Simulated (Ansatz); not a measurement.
**AlN3H6: taking an electron away**

Aim: the vertical ionisation energy of AlN3H6, as cation minus neutral at the neutral's geometry, on several levels, and how well −ε(HOMO) stands in for it.

Computed with Ansatz 0.2.0, Gaussian basis. Level: unrestricted cation, the program's frozen cores in correlated methods.

The runs, in order: UKS PBE-D4/def2-TZVPP; UKS r2SCAN-D4/def2-TZVPP; UKS PBE0-D4/def2-TZVPP; UKS B3LYP-D4/def2-TZVPP; UKS wB97X-V/def2-TZVPP; UKS wB97M-V/def2-TZVPP; UKS B2PLYP/def2-TZVPP; UHF-CCSD(T)/def2-TZVPP; UHF-MP2/def2-QZVPP; extrapolation to the limit; then −ε(HOMO) from the neutral's earlier runs with LDA (SPW92), PBE-D4, revPBE-D4, BLYP-D4, r2SCAN-D4, B97M-V, PBE0-D4, B3LYP-D4, r2SCANh-D4, r2SCAN0-D4, HSE06-D4, BHLYP-D4, CAM-B3LYP-D4, LC-ωPBE, ωB97X-V, ωB97M-V.

## (1) The relaxed structure

All runs share one geometry, relaxed beforehand with PBE0-D4 in a triple-zeta def2 set.

10 atoms, charge 0, spin multiplicity 1.

Atoms are counted from 1 here; the program's logs count them from 0.

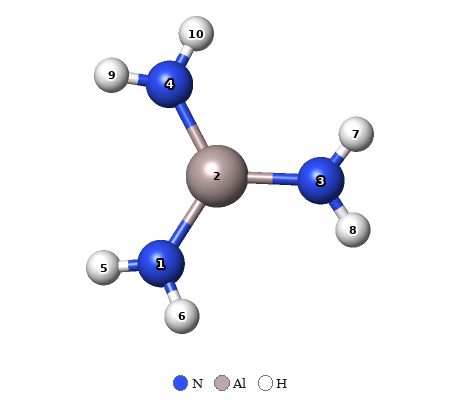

The geometry (nitrogen blue, aluminium light grey, hydrogen white); atoms are numbered from 1 in the order of the file.

Geometry (Å):

```xyz
10
AlH6N3
N    -1.48491    0.31984   -0.89443
Al    0.00788   -0.00522    0.00102
N     0.53937   -1.67442    0.26019
N     0.97028    1.33911    0.63541
H    -1.76250    1.22075   -1.24514
H    -2.17958   -0.36944   -1.12687
H     1.25984   -1.95699    0.90267
H     0.16530   -2.47895   -0.21360
H     0.65791    2.29325    0.69675
H     1.90942    1.26068    0.98691
```

## (2) Cation, UKS PBE-D4/def2-TZVPP

in.yaml reads:

```yaml
crystal:
  periodic: [false, false, false]
  atoms:
    - {symbol: N, position_ang: [-1.484907, 0.319837, -0.894429]}
    - {symbol: Al, position_ang: [0.007880, -0.005225, 0.001015]}
    - {symbol: N, position_ang: [0.539367, -1.674423, 0.260194]}
    - {symbol: N, position_ang: [0.970279, 1.339112, 0.635406]}
    - {symbol: H, position_ang: [-1.762501, 1.220750, -1.245139]}
    - {symbol: H, position_ang: [-2.179581, -0.369436, -1.126873]}
    - {symbol: H, position_ang: [1.259837, -1.956987, 0.902668]}
    - {symbol: H, position_ang: [0.165298, -2.478954, -0.213598]}
    - {symbol: H, position_ang: [0.657908, 2.293250, 0.696751]}
    - {symbol: H, position_ang: [1.909420, 1.260677, 0.986905]}
basis:
  gaussian: {orbitals: def2-TZVPP}
total_charge: 1
magnetization: {spin_polarized: true, initial_magnetization: 1}
hamiltonian: {xc: pbe, dispersion: d4}
```

Started as:

```bash
ansatz run in.yaml --threads 4 --pin off --events-out ev --progress --plain --max-ram 10444MiB
```

The program printed:

```text
Functional definition: PBE
  name "PBE"
  cite "Perdew, Burke & Ernzerhof, Phys. Rev. Lett. 77, 3865 (1996) doi:10.1103/PhysRevLett.77.3865"
  parent pbe
  parameter kappa = 0.804
  parameter beta = 0.06672455060314922
  exchange = pbe_x(kappa = kappa, mu = beta*pi^2/3)
  correlation = pbe_c(beta = beta)
1088 factors; their error is unknown
mean field evaluation 1: about -11118.3032 eV, gradient 9.7e1 eV
mean field evaluation 2: about -11033.1851 eV, gradient 1.4e2 eV
mean field evaluation 4: about -11144.5968 eV, gradient 4.3e1 eV
mean field evaluation 8: about -11150.4226 eV, gradient 1.8e1 eV
mean field evaluation 16: about -11152.5962 eV, gradient 4.5e-2 eV
mean field evaluation 32: about -11152.5850 eV, gradient 2.0e-5 eV
mean field -11152.58498244 eV, -409.8499386110 hartree, gradient 2.0e-5 eV, S^2 0.754305; 4 other end points of the search recorded, 0 dependent functions left out
reference -11152.58502528 eV, -409.8499401853 hartree; 20, 19 occupied and 199, 200 virtual orbitals, 1088 factors
Total energy: -11152.72680853 eV, -409.8551506237 hartree
```

Wall time 8.5 s (4 threads of Arm Neoverse V1, shared host); peak memory 0.52 GiB.

The neutral molecule at this level: -11161.0636 eV. Difference: 8.337 eV. ⟨S²⟩ = 0.754.

## (3) Cation, UKS r2SCAN-D4/def2-TZVPP

in.yaml, as its differences from that of step 2:

```diff
@@ -17,2 +17,2 @@
 magnetization: {spin_polarized: true, initial_magnetization: 1}
-hamiltonian: {xc: pbe, dispersion: d4}
+hamiltonian: {xc: r2scan, dispersion: d4}
```

Launched as before.

The program printed (excerpt; [...] marks lines left out):

```text
Functional definition: r2SCAN
  name "r2SCAN"
  cite "Furness, Kaplan, Ning, Perdew & Sun, J. Phys. Chem. Lett. 11, 8208 (2020) doi:10.1021/acs.jpclett.0c02405"
  cite "Furness, Kaplan, Ning, Perdew & Sun, J. Phys. Chem. Lett. 11, 9248 (2020) doi:10.1021/acs.jpclett.0c03077"
  parent r2scan
[...]
1088 factors; their error is unknown
[...]
mean field -11158.58963471 eV, -410.0706055119 hartree, gradient 1.6e-5 eV, S^2 0.760222; 8 other end points of the search recorded, 0 dependent functions left out
reference -11158.58964942 eV, -410.0706060525 hartree; 20, 19 occupied and 199, 200 virtual orbitals, 1088 factors
Total energy: -11158.62463265 eV, -410.0718916623 hartree
```

Run time: 26 s. Hardware: 4 threads of Arm Neoverse V1, shared host; peak memory 0.58 GiB.

Less the neutral's -11167.1146 eV (earlier run), this gives 8.490 eV. ⟨S²⟩ = 0.760.

## (4) Cation, UKS PBE0-D4/def2-TZVPP

in.yaml, as its differences from that of step 3:

```diff
@@ -17,2 +17,2 @@
 magnetization: {spin_polarized: true, initial_magnetization: 1}
-hamiltonian: {xc: r2scan, dispersion: d4}
+hamiltonian: {xc: pbe0, dispersion: d4}
```

The command is unchanged.

The program printed:

```text
Functional definition: PBE0
  name "PBE0"
  cite "Adamo & Barone, J. Chem. Phys. 110, 6158 (1999) doi:10.1063/1.478522"
  cite "Perdew, Burke & Ernzerhof, Phys. Rev. Lett. 77, 3865 (1996) doi:10.1103/PhysRevLett.77.3865"
  parent pbe
  parameter a = 0.25
  parameter kappa = 0.804
  parameter beta = 0.06672455060314922
  exchange = (1 - a)*pbe_x(kappa = kappa, mu = beta*pi^2/3) + a*exact_x
  correlation = pbe_c(beta = beta)
1119 factors; their error is unknown
mean field evaluation 1: about -11130.1216 eV, gradient 7.9e1 eV
mean field evaluation 2: about -11106.0861 eV, gradient 9.7e1 eV
mean field evaluation 4: about -11150.5271 eV, gradient 2.3e1 eV
mean field evaluation 8: about -11152.9984 eV, gradient 2.7e0 eV
mean field evaluation 16: about -11153.0638 eV, gradient 2.9e-2 eV
mean field evaluation 32: about -11153.0637 eV, gradient 3.6e-2 eV
mean field -11153.06380669 eV, -409.8675350776 hartree, gradient 1.6e-5 eV, S^2 0.765044; 3 other end points of the search recorded, 0 dependent functions left out
reference -11153.06383781 eV, -409.8675362214 hartree; 20, 19 occupied and 199, 200 virtual orbitals, 1119 factors
Total energy: -11153.18379268 eV, -409.8719444815 hartree
```

Run time: 12 s. Hardware: 4 threads of Arm Neoverse V1, shared host; peak memory 0.62 GiB.

Less the neutral's -11161.9940 eV (earlier run), this gives 8.810 eV. ⟨S²⟩ = 0.765.

## (5) Cation, UKS B3LYP-D4/def2-TZVPP

in.yaml, as its differences from that of step 4:

```diff
@@ -17,2 +17,2 @@
 magnetization: {spin_polarized: true, initial_magnetization: 1}
-hamiltonian: {xc: pbe0, dispersion: d4}
+hamiltonian: {xc: {name: B3LYP}, dispersion: d4}
```

Same command.

The program printed (excerpt; [...] marks lines left out):

```text
Functional definition: B3LYP
  name "B3LYP"
  cite "Stephens, Devlin, Chabalowski & Frisch, J. Phys. Chem. 98, 11623 (1994) doi:10.1021/j100096a001"
  cite "Becke, Phys. Rev. A 38, 3098 (1988) doi:10.1103/PhysRevA.38.3098"
  cite "Lee, Yang & Parr, Phys. Rev. B 37, 785 (1988) doi:10.1103/PhysRevB.37.785"
  cite "Vosko, Wilk & Nusair, Can. J. Phys. 58, 1200 (1980) doi:10.1139/p80-159"
[...]
1112 factors; their error is unknown
[...]
mean field -11162.38978698 eV, -410.2102585318 hartree, gradient 1.6e-5 eV, S^2 0.762027; 3 other end points of the search recorded, 0 dependent functions left out
reference -11162.39004146 eV, -410.2102678838 hartree; 20, 19 occupied and 199, 200 virtual orbitals, 1112 factors
Total energy: -11162.61802494 eV, -410.2186461223 hartree
```

It took 12 s on 4 threads of Arm Neoverse V1, shared host; peak memory 0.62 GiB.

The neutral molecule at this level: -11171.3970 eV. Difference: 8.779 eV. ⟨S²⟩ = 0.762.

## (6) Cation, UKS wB97X-V/def2-TZVPP

in.yaml, as its differences from that of step 5:

```diff
@@ -17,2 +17,2 @@
 magnetization: {spin_polarized: true, initial_magnetization: 1}
-hamiltonian: {xc: {name: B3LYP}, dispersion: d4}
+hamiltonian: {xc: {name: wB97X-V}}
```

Launched as before.

The program printed (excerpt; [...] marks lines left out):

```text
Functional definition: wB97X-V
  name "wB97X-V"
  cite "Mardirossian & Head-Gordon, Phys. Chem. Chem. Phys. 16, 9904 (2014) doi:10.1039/C3CP54374A"
  cite "Becke, J. Chem. Phys. 107, 8554 (1997) doi:10.1063/1.475007"
  cite "Vydrov & Van Voorhis, J. Chem. Phys. 133, 244103 (2010) doi:10.1063/1.3521275"
[...]
      + integral(e_c_pw_opposite_spin*poly(b97_u_opposite, cos0, cos1)) + vv10(b, c)
1107 factors; their error is unknown
279 factors; integrals over basis functions are off by at most 7.7e-6 eV
[...]
mean field -11158.44640437 eV, -410.0653418940 hartree, gradient 8.0e-6 eV, S^2 0.773604; 4 other end points of the search recorded, 0 dependent functions left out
reference -11158.44640250 eV, -410.0653418254 hartree; 20, 19 occupied and 199, 200 virtual orbitals, 1107 factors
Total energy: -11158.44640250 eV, -410.0653418254 hartree
```

It took 50 s on 4 threads of Arm Neoverse V1, shared host; peak memory 1.1 GiB.

The neutral molecule at this level: -11167.7186 eV. Difference: 9.272 eV. ⟨S²⟩ = 0.774.

## (7) Cation, UKS wB97M-V/def2-TZVPP

in.yaml, as its differences from that of step 6:

```diff
@@ -17,2 +17,2 @@
 magnetization: {spin_polarized: true, initial_magnetization: 1}
-hamiltonian: {xc: {name: wB97X-V}}
+hamiltonian: {xc: {name: wB97M-V}}
```

The command is unchanged.

The program printed (excerpt; [...] marks lines left out):

```text
Functional definition: wB97M-V
  name "wB97M-V"
  cite "Mardirossian & Head-Gordon, J. Chem. Phys. 144, 214110 (2016) doi:10.1063/1.4952647"
  cite "Becke, J. Chem. Phys. 107, 8554 (1997) doi:10.1063/1.475007"
  cite "Vydrov & Van Voorhis, J. Chem. Phys. 133, 244103 (2010) doi:10.1063/1.3521275"
  # Of w^i u^j: cxij and so on, Table III.
[...]
  gx(w, u) = 1 - cx + cx01*u + cx10*w
  gss(w, u) = css00 + css04*u^4 + css10*w + css20*w^2 + css43*w^4*u^3
  gos(w, u) = cos00 + cos10*w + (cos20 + cos21*u)*w^2 + (cos60 + cos61*u)*w^6
[...]
      + integral(e_c_pw_mod_opposite_spin*gos(b97_w_opposite, b97_u_opposite)) + vv10(b, c)
1091 factors; their error is unknown
279 factors; integrals over basis functions are off by at most 7.7e-6 eV
[...]
mean field -11158.80793003 eV, -410.0786277170 hartree, gradient 2.6e-6 eV, S^2 0.765047; 8 other end points of the search recorded, 0 dependent functions left out
reference -11158.80797880 eV, -410.0786295092 hartree; 20, 19 occupied and 199, 200 virtual orbitals, 1091 factors
Total energy: -11158.80797880 eV, -410.0786295092 hartree
```

Wall time 3.1 min (4 threads of Arm Neoverse V1, shared host); peak memory 1.1 GiB.

The neutral molecule at this level: -11168.0538 eV. Difference: 9.246 eV. ⟨S²⟩ = 0.765.

## (8) Cation, UKS B2PLYP (frozen core)/def2-TZVPP

in.yaml, as its differences from that of step 7:

```diff
@@ -17,2 +17,2 @@
 magnetization: {spin_polarized: true, initial_magnetization: 1}
-hamiltonian: {xc: {name: wB97M-V}}
+hamiltonian: {xc: {name: B2PLYP}}
```

Same command.

The program printed (excerpt; [...] marks lines left out):

```text
Functional definition: B2PLYP
  name "B2PLYP"
  cite "Grimme, J. Chem. Phys. 124, 034108 (2006) doi:10.1063/1.2148954"
  cite "Becke, Phys. Rev. A 38, 3098 (1988) doi:10.1103/PhysRevA.38.3098"
  cite "Lee, Yang & Parr, Phys. Rev. B 37, 785 (1988) doi:10.1103/PhysRevB.37.785"
[...]
1296 factors; integrals over basis functions are off by at most 8.4e-4 eV
[...]
mean field -11148.44027621 eV, -409.6976234664 hartree, gradient 3.2e-6 eV, S^2 0.795046; 5 other end points of the search recorded, 0 dependent functions left out
8 core orbitals not correlated: weight in the atoms' cores, before any rotation towards them, 1.000 or more for the frozen orbitals, at most 0.000 for the correlated occupied ones
reference -11148.44043534 eV, -409.6976293143 hartree; 12, 11 occupied and 199, 200 virtual orbitals, 1296 factors
second order -23.00789951 eV of doubles, -0.00000000 eV of singles
Total energy: -11154.65256820 eV, -409.9259209864 hartree
```

Wall time 32 s (4 threads of Arm Neoverse V1, shared host); peak memory 0.68 GiB.

The neutral molecule at this level: -11163.6834 eV. Difference: 9.031 eV. ⟨S²⟩ = 0.795.

## (9) Cation, UHF-CCSD(T)/def2-TZVPP

in.yaml, as its differences from that of step 8:

```diff
@@ -17,2 +17,3 @@
 magnetization: {spin_polarized: true, initial_magnetization: 1}
-hamiltonian: {xc: {name: B2PLYP}}
+correlation: {method: ccsd_t}
+scf: {omitted_lower_state_checks: [cluster_reference]}
```

Same command.

The program printed (excerpt; [...] marks lines left out):

```text
Functional definition: HF
  name "HF"
  cite "Fock, Z. Phys. 61, 126 (1930) doi:10.1007/BF01340294"
  parent pbe
[...]
1296 factors; integrals over basis functions are off by at most 8.4e-4 eV
[...]
mean field -11120.54260856 eV, -408.6724030900 hartree, gradient 2.0e-6 eV, S^2 0.759404; 9 other end points of the search recorded, 0 dependent functions left out
8 core orbitals not correlated: weight in the atoms' cores, before any rotation towards them, 1.000 or more for the frozen orbitals, at most 0.000 for the correlated occupied ones
reference -11120.54260856 eV, -408.6724030900 hartree; 12, 11 occupied and 199, 200 virtual orbitals, 1296 factors
second order -18.22413546 eV of doubles, -0.00000000 eV of singles
cycle   1  -18.69567892 eV  change   -4.7e-1 eV  update   8.8e-2
[...]
cycle  15  -19.24475813 eV  change    1.3e-5 eV  update   9.4e-6
perturbative correction -0.71851126 eV, -0.0264048018 hartree
Total energy: -11140.50587794 eV, -409.4060397083 hartree
Checks for a lower state left out: cluster_reference
```

Run time: 3.9 min. Hardware: 4 threads of Arm Neoverse V1, shared host; peak memory 8.8 GiB.

The neutral molecule at this level: -11149.8321 eV. Difference: 9.326 eV. ⟨S²⟩ = 0.759. T1 = 0.043 (report).

## (10) Cation, UHF-MP2/def2-QZVPP

in.yaml, as its differences from that of step 9:

```diff
@@ -14,6 +14,6 @@
 basis:
-  gaussian: {orbitals: def2-TZVPP}
+  gaussian: {orbitals: "def2-QZVPP.json"}
 total_charge: 1
 magnetization: {spin_polarized: true, initial_magnetization: 1}
-correlation: {method: ccsd_t}
+correlation: {method: mp2}
 scf: {omitted_lower_state_checks: [cluster_reference]}
```

The command is unchanged.

The program printed (excerpt; [...] marks lines left out):

```text
Functional definition: HF
  name "HF"
  cite "Fock, Z. Phys. 61, 126 (1930) doi:10.1007/BF01340294"
  parent pbe
[...]
2502 factors; integrals over basis functions are off by at most 8.1e-4 eV
[...]
mean field -11120.96763916 eV, -408.6880226766 hartree, gradient 1.1e-6 eV, S^2 0.759496; 8 other end points of the search recorded, 0 dependent functions left out
8 core orbitals not correlated: weight in the atoms' cores, before any rotation towards them, 1.000 or more for the frozen orbitals, at most 0.000 for the correlated occupied ones
reference -11120.96763916 eV, -408.6880226766 hartree; 12, 11 occupied and 401, 402 virtual orbitals, 2502 factors
second order -19.56820198 eV of doubles, -0.00000000 eV of singles
Total energy: -11140.53584114 eV, -409.4071408357 hartree
Checks for a lower state left out: cluster_reference
```

It took 72 s on 4 threads of Arm Neoverse V1, shared host; peak memory 2.1 GiB.

Less the neutral's -11150.2699 eV (earlier run), this gives 9.734 eV. ⟨S²⟩ = 0.759.

## (11) Extrapolating to the complete basis

This step is arithmetic on the last runs, with X = 3 and 4: exp(−7.88√X) for Hartree-Fock, X^−2.97 for correlation; only MP2 was run in the larger set, so CCSD(T) minus MP2 is added from the smaller one.

```csv
level,energy at the limit (eV)
HF,-11121.0262
MP2,-11141.5900
CCSD,-11142.6106
CCSD(T),-11143.3291
```

The neutral's limit, from its own earlier runs, is -11152.8837 eV in the additive form (MP2 limit plus CCSD(T) minus MP2 in triple zeta), in which the cation has -11143.3291 eV.

## (12) Ionisation energies side by side

Differences are taken before rounding.

```csv
method,ionisation energy (eV),from CCSD(T)/CBS (eV),time
PBE-D4,8.34,-1.22,10 s
r2SCAN-D4,8.49,-1.06,29 s
PBE0-D4,8.81,-0.74,14 s
B3LYP-D4,8.78,-0.78,15 s
ωB97X-V,9.27,-0.28,55 s
ωB97M-V,9.25,-0.31,3.2 min
B2PLYP,9.03,-0.52,35 s
HF/def2-TZVPP,8.04,-1.52,
MP2/def2-TZVPP,9.59,+0.04,
CCSD/def2-TZVPP,9.30,-0.26,
CCSD(T)/def2-TZVPP,9.33,-0.23,4.7 min
CCSD(T)/CBS,9.55,0,6.1 min
```

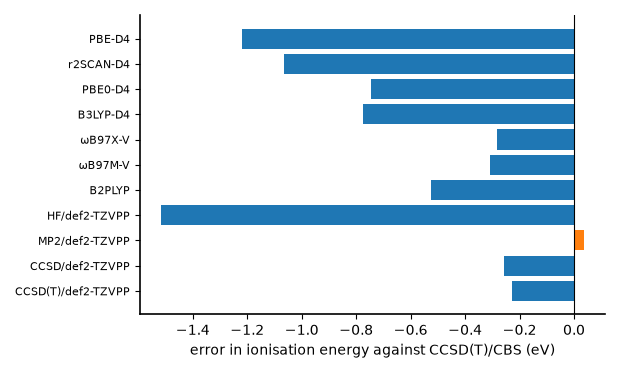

How far each level lands from CCSD(T)/CBS.

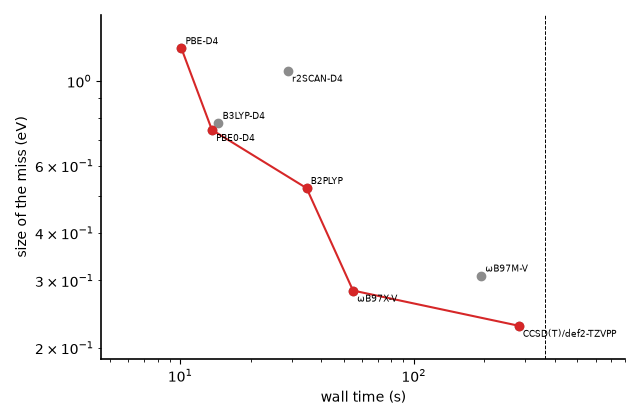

Miss against cost. Red marks the levels that no quicker level drawn beats (of those quicker than the yardstick), and the dashed line is the time of CCSD(T)/CBS. Times are from a shared host.

Times add the cation's run and the neutral's; HF, MP2 and CCSD come out of the CCSD(T) runs.

Orbital estimates, from the neutral's runs:

```csv
functional,−ε(HOMO) (eV),by energy difference (eV)
LDA (SPW92),5.47,
PBE-D4,5.30,8.34
revPBE-D4,5.24,
BLYP-D4,5.17,
r2SCAN-D4,5.60,8.49
B97M-V,5.64,
PBE0-D4,6.74,8.81
B3LYP-D4,6.48,8.78
r2SCANh-D4,6.14,
r2SCAN0-D4,6.95,
HSE06-D4,6.33,
BHLYP-D4,8.08,
CAM-B3LYP-D4,8.19,
LC-ωPBE,9.65,
ωB97X-V,9.24,9.27
ωB97M-V,9.14,9.25
```

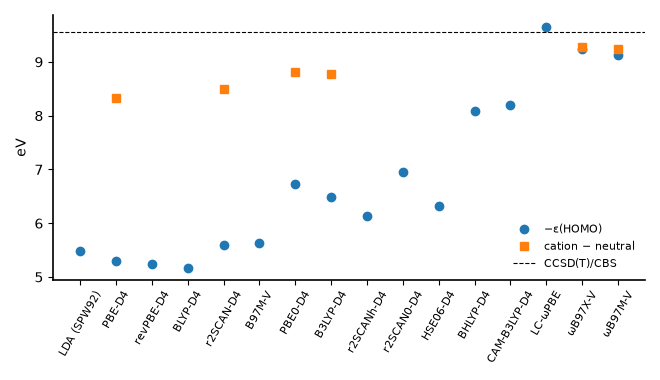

Orbital estimates and energy differences by functional.

## (13) Outcome

| quantity | value |
| --- | --- |
| ionisation energy, CCSD(T)/CBS | 9.55 eV |
| nearest functional by difference | ωB97X-V (-0.28 eV) |
| nearest −ε(HOMO) | LC-ωPBE (+0.09 eV) |
| −ε(HOMO) of PBE | 5.30 eV |
| T1 of the cation | 0.043 |

**Reading.** Energy differences with functionals land within 1.22 eV of the reference. The PBE orbital energy is 4.3 eV too small: a semilocal HOMO is no ionisation energy. Among orbital estimates LC-ωPBE comes nearest. Hartree-Fock falls 1.52 eV short, as the neutral has more correlation energy than the cation. The cation's T1 (from the report) is 0.043, near the customary mark of 0.045 for open shells, so the coupled-cluster value is less safe.

For cost: CCSD(T)/def2-TZVPP gets within 0.23 eV in 4.7 min, where CCSD(T)/CBS took 6.1 min; the quickest level in the cost chart, PBE-D4, takes 10 s and misses by 1.22 eV.
